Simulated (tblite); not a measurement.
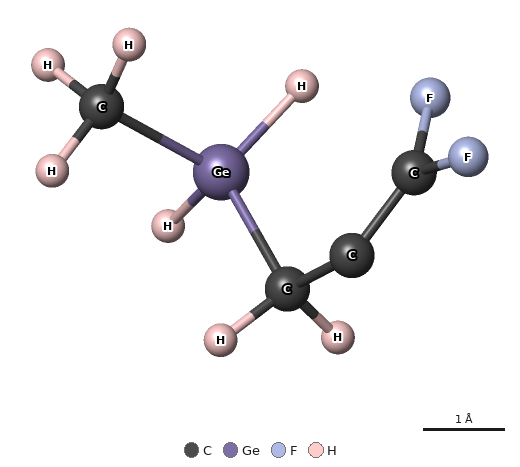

C4H7F2Ge (multiplicity 2), before the relaxation. The picture is a ball-and-stick view, seen from a free direction.

Method: GFN2-xTB geometry optimisation, gas phase in tblite.

```xyz
14

C    -1.8554    0.9390   -0.1326
Ge   -0.6549   -0.4822   -0.7374
C     0.4729   -1.1494    0.6882
C     1.5363   -0.2365    1.1082
C     2.2559    0.5358    0.3677
F     3.2130    1.3060    0.9707
F     2.1361    0.6579   -0.9920
H    -2.2673    0.6885    0.8824
H    -1.3725    1.9169   -0.1647
H    -2.7251    0.9810   -0.8593
H     0.1328   -0.0436   -1.9837
H    -1.5993   -1.6788   -1.1199
H     0.9218   -2.1080    0.3967
H    -0.1950   -1.3271    1.5537
```

Where does the relaxation end?

Answer. F7 moves most after the best rigid fit: 1.03 Å. By element the largest moves are F 1.03 Å, H 0.41 Å, C 0.27 Å, Ge 0.13 Å. Some distances before and after: Ge2–C3 1.936 → 2.056 Å, Ge2–H12 1.572 → 1.520 Å, C1–H10 1.134 → 1.087 Å, C5–F6 1.369 → 1.327 Å. Among the angles between lasting bonds that change: C4–C5–F6 118.3° → 128.7°, F6–C5–F7 116.6° → 108.2°, C3–C4–C5 127.9° → 136.2°. Groups turn about C3–C4 by about 35°. Over 90 geometry steps the energy falls by 11.9 kcal/mol.

Final geometry:

```xyz
14

C    -1.7078    0.9961   -0.2153
Ge   -0.7032   -0.6014   -0.7745
C     0.5386   -1.2971    0.7088
C     1.6438   -0.4376    0.9573
C     2.0996    0.6596    0.4574
F     3.1807    1.3453    0.8076
F     1.4784    1.3334   -0.5816
H    -2.2317    0.8042    0.7178
H    -1.0471    1.8455   -0.0766
H    -2.4436    1.2528   -0.9727
H     0.0603   -0.4335   -2.0568
H    -1.6518   -1.7706   -0.9817
H     0.8714   -2.2874    0.3920
H    -0.0882   -1.4099    1.5963
```

After the run, drawn alike:

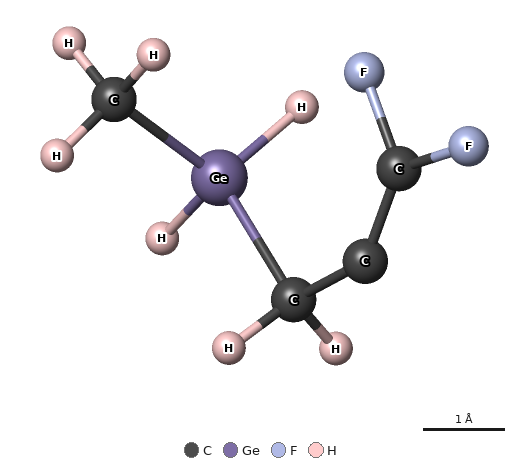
